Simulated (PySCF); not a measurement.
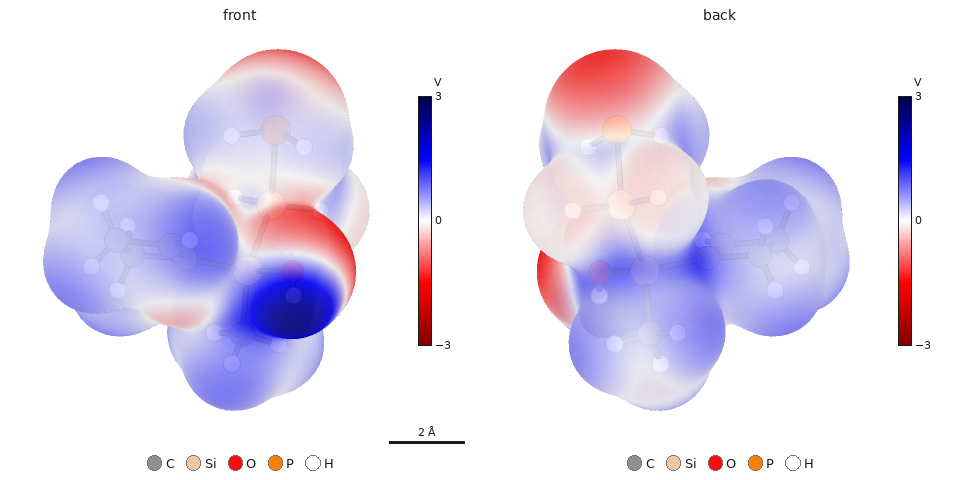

Figure 1: C5H13OPSi2. The molecular electrostatic potential painted on the density surface at 0.002 e/bohr³, seen from the front and from behind; the colour scale runs from red (negative) to blue (positive).

Geometry: GFN2-xTB.

Method: PBE0/pcSseg-1, SCF density, gas phase, non-relativistic in PySCF.

```xyz
22

C    -0.8227   -2.5325   -0.0849
Si   -0.8400   -0.6497   -0.4018
O    -1.4543   -0.3197   -1.8843
Si   -2.2615    0.5362    1.0068
P    -2.2624    2.7562    0.6824
C     0.9350   -0.0344   -0.2841
C     1.7485    0.7066   -1.0500
C     2.8752    0.7313   -0.0625
C     1.9503   -0.1230    0.8375
H    -0.1611   -3.0538   -0.7725
H    -1.8167   -2.9541   -0.2026
H    -0.4892   -2.7573    0.9224
H    -1.0791   -0.6787   -2.6848
H    -3.6806    0.1559    0.9491
H    -1.8660    0.3783    2.4171
H    -0.8868    2.8602    0.5591
H    -2.4298    2.6759   -0.6883
H     1.6536    1.1433   -2.0288
H     3.7933    0.2395   -0.3829
H     3.1217    1.7153    0.3359
H     2.3136   -1.1273    1.0470
H     1.6486    0.3513    1.7694
```

**Describe the electrostatic potential map.**

The most negative region (about −1.3 V) lies over O3, the most positive (about +2.4 V) over H13. O3 is the likeliest acceptor of a hydrogen bond.

**How polar is the molecule by this calculation?**

Its dipole moment is 3.31 D.
